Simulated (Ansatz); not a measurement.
N2SeSi (SMILES [Si]=NN=[Se]) (triplet)

Input

```
crystal:
  periodic: [false, false, false]
  atoms:
    - symbol: "N"
      position_ang: [-3.864509, -0.186137, 1.035371]
    - symbol: N
      position_ang: [-4.165319, 0.828923, 1.614597]
    - symbol: Se
      position_ang: [-3.955186, 2.511215, 1.954632]
    - symbol: Si
      position_ang: [-3.515144, -1.611584, 0.285859]
basis:
  gaussian:
    orbitals: def2-TZVPD
magnetization:
  spin_polarized: true
  initial_magnetization: 2
hamiltonian:
  xc: pbe0
output: {forces: true, orbitals: {seedname: orbitals}}
```

Run with:

```sh
ansatz run input.yaml --threads 1 --pin off --max-ram 2610MiB --events-out events.jsonl --progress --plain --runs-dir runs
```

Geometry: PBE0-D3(BJ)/def2-SVP.

Method: isolated molecule in a Gaussian basis; Kohn-Sham density functional theory, functional PBE0 (Ansatz).

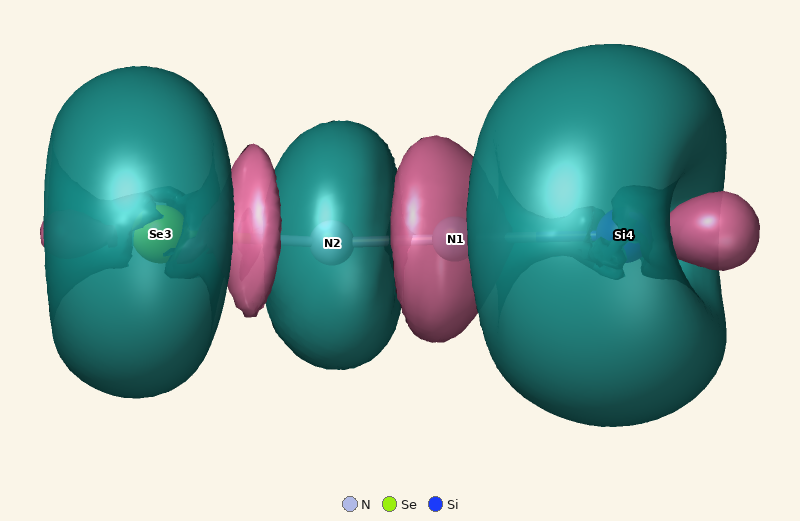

Figure 1. Isosurfaces of the spin density (α minus β) at +0.015 (teal) and −0.015 e/Å³ (pink), seen from one side.

Question: Where is the unpaired spin?

Answer: The unpaired spin (2 electrons) lies mostly on Si4 (about 0.8), Se3 (about 0.7) and N2 (about 0.5), in electrons by Hirshfeld's partition.

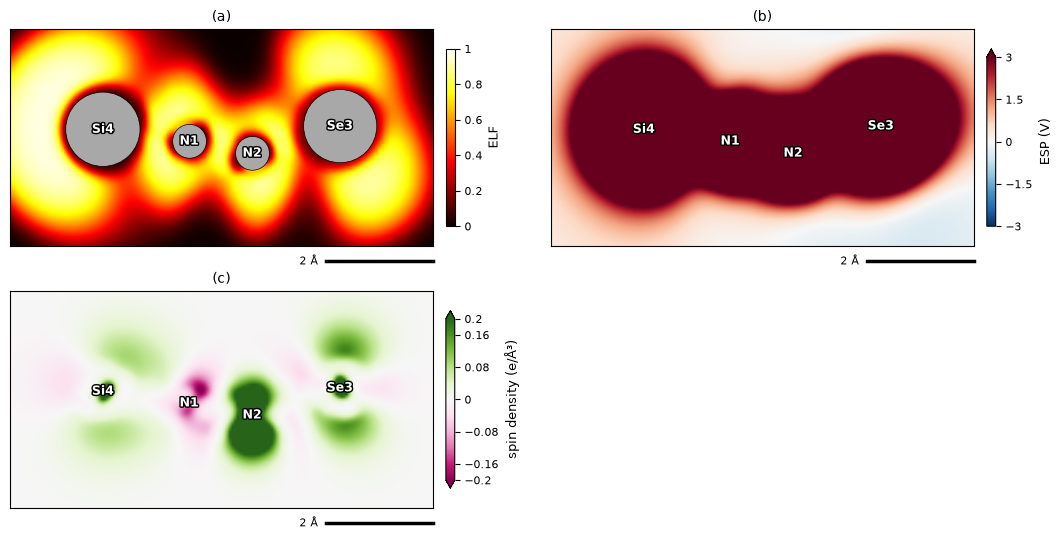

Figure 2. (a) electron localisation function; (b) molecular electrostatic potential; (c) spin density (α minus β) on the molecular plane. Grey discs cover the atomic cores in the ELF map.

Question: What does the map show?

Answer: Atoms in the plane: N, Se and Si.
N–N (1.21 Å): the ELF peaks at about 0.85 between the atoms; a short, multiple covalent bond.
Si–N (1.65 Å): the ELF peaks at about 0.85 between the atoms; a short, strongly polar bond.
Se–N (1.73 Å): the ELF peaks at about 0.85 between the atoms: a covalent bond.
The ELF also peaks beside N2, Se3 and Si4, away from the bonds: non-bonding electrons, paired or unpaired.

Outside the dense part of the molecule the potential is most negative (−0.4 V) near Se3.

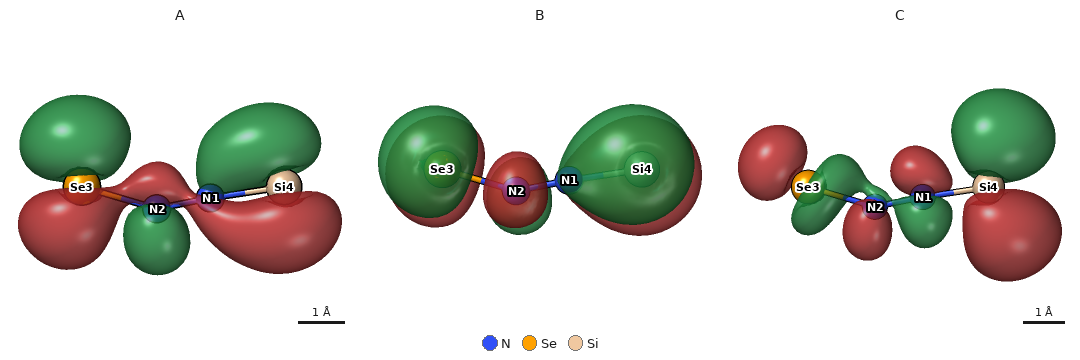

Figure 3. Three frontier orbitals at ±0.08 Å⁻³ᐟ² (green and red are the two phases), in no order.

Question: Which picture is the HOMO−1, the HOMO and the LUMO? All are α orbitals.

Answer: A is the HOMO−1 (α) (−6.13 eV). By Hirshfeld shares it lies mainly on Se3 (about 40 %), Si4 (about 25 %), N2 (about 20 %) and N1 (about 10 %); it is symmetric in the molecular plane (an in-plane orbital: σ, lone-pair or in-plane π type). B is the HOMO (α) (−5.74 eV). It lies mainly on Si4 (about 40 %), Se3 (about 35 %), N2 (about 15 %) and N1 (about 10 %); it changes sign across the molecular plane (π type); π-antibonding (a node) across N1–N2 and N2–Se3. C is the LUMO (α) (−2.03 eV). It lies mainly on Si4 (about 60 %), N1 (about 20 %), Se3 (about 15 %) and N2 (about 10 %); it is symmetric in the molecular plane (an in-plane orbital: σ, lone-pair or in-plane π type).

Question: What is the gap between the highest occupied and lowest empty α orbitals?

Answer: 3.71 eV between the orbital energies.

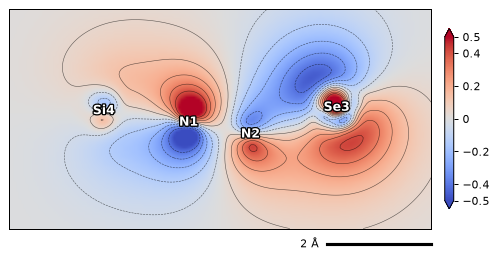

Figure 4. The HOMO (β) on the molecular plane (values in Å⁻³ᐟ²; the overall sign is arbitrary).

Question: Describe this orbital and give its energy.

Answer: It lies mainly on Se3 (about 60 %), N1 (about 20 %), N2 (about 15 %) and Si4 (about 10 %); it is symmetric in the molecular plane (an in-plane orbital: σ, lone-pair or in-plane π type). Its energy is −7.32 eV.
